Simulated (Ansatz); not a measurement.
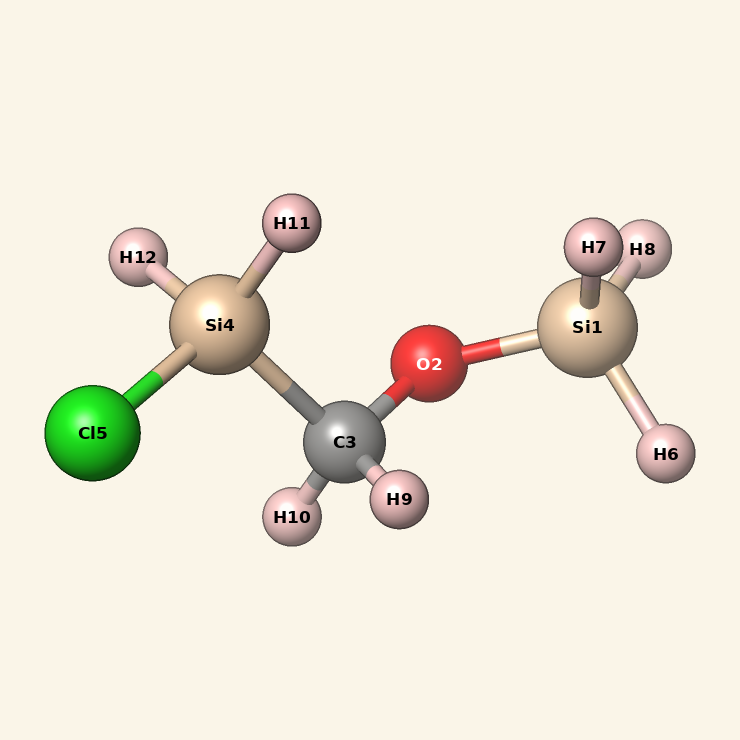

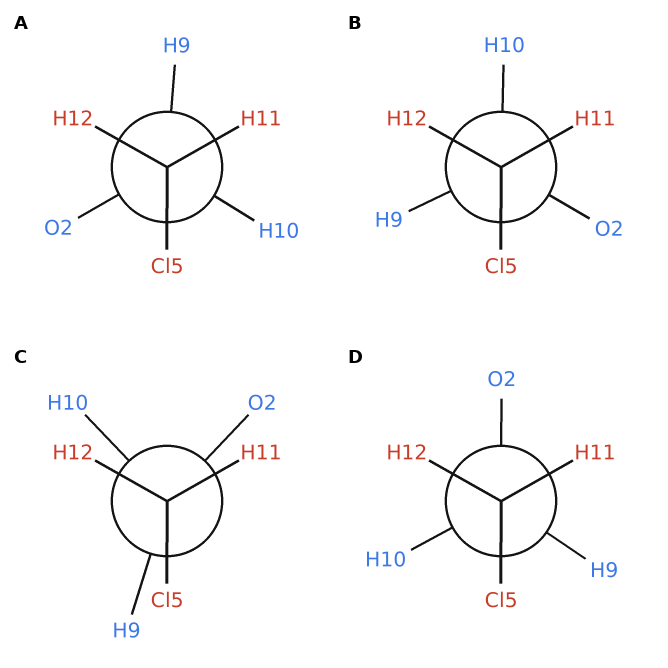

Depth is shown by fading: the farther an atom, the more it takes the colour of the background. Bonds that would overlap in a projection are set slightly apart. Computed geometry: PBE-D4/def2-SVP optimisation. No frequency run is at hand to confirm it as a minimum.

Which Newman projection shows the view along Si4–C3, with Si4 in front?

Answer. D. The torsion angle Cl5–Si4–C3–O2 is 180°, antiperiplanar (anti).
